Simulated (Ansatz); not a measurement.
NiO (rock salt)

```xyz
2
Lattice="0.0000 2.0943 2.0943 2.0943 0.0000 2.0943 2.0943 2.0943 0.0000" Properties=species:S:1:pos:R:3 pbc="T T T"
O      0.0000     0.0000     0.0000
Ni     2.0943     2.0943     2.0943
```

Two coordinates are scanned: the volume, and the ratio of the stretch along z (the conventional c axis) to the stretch across it. Atoms keep their fractional coordinates.

Method: r2SCAN (plane waves to 500 eV, PAW, scalar-relativistic; Ansatz, an electronic-structure program). k mesh 13×13×13 (Γ-centred), Fermi-Dirac smearing 0.05 eV. Energies are smeared free energies. Stress and pressure are positive under compression. NiO is run spin-polarised and with no Hubbard U; the real compound is an antiferromagnetic insulator, a state that this run doesn't describe. NiO was relaxed with its symmetry unable to fall. Relaxed NiO ends ferromagnetic. The magnetic order is the one the run started from; other orders were not tried. ΔE is measured from the relaxed starting cell.

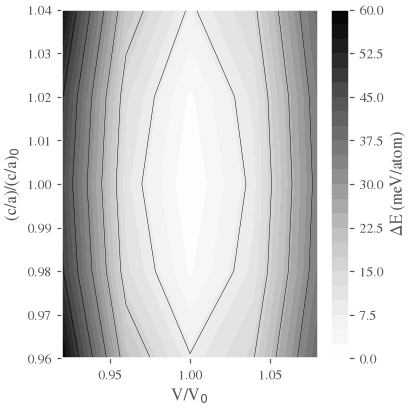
*ΔE (meV/atom) over the 5×5 grid of computed points.*

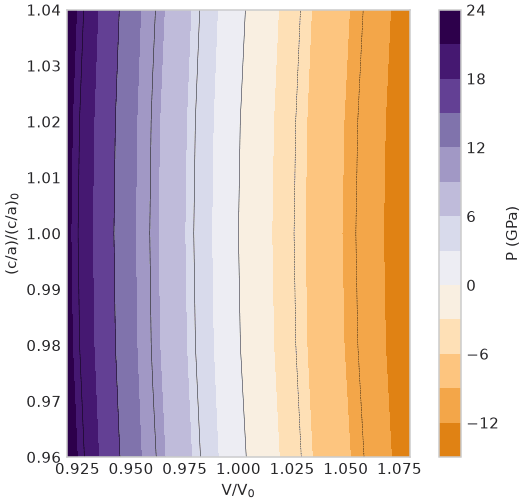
*P (GPa) over the 5×5 grid of computed points.*

The shear modulus C′ = (C11 − C12)/2 (fit, atoms clamped) is 127 GPa. Highest place on the grid: V/V₀ = 0.920, (c/a)/(c/a)₀ = 0.960 (57.9 meV/atom). Lowest place on the grid: V/V₀ = 1.000, (c/a)/(c/a)₀ = 1.000 (0.0 meV/atom).

Near the relaxed cell σzz − σxx = −2Cδ (compression positive), C being this modulus and δ the logarithm of the ratio.

(A scan under strain: stresses follow from slopes of the energy per volume, elastic moduli from its curvatures.)
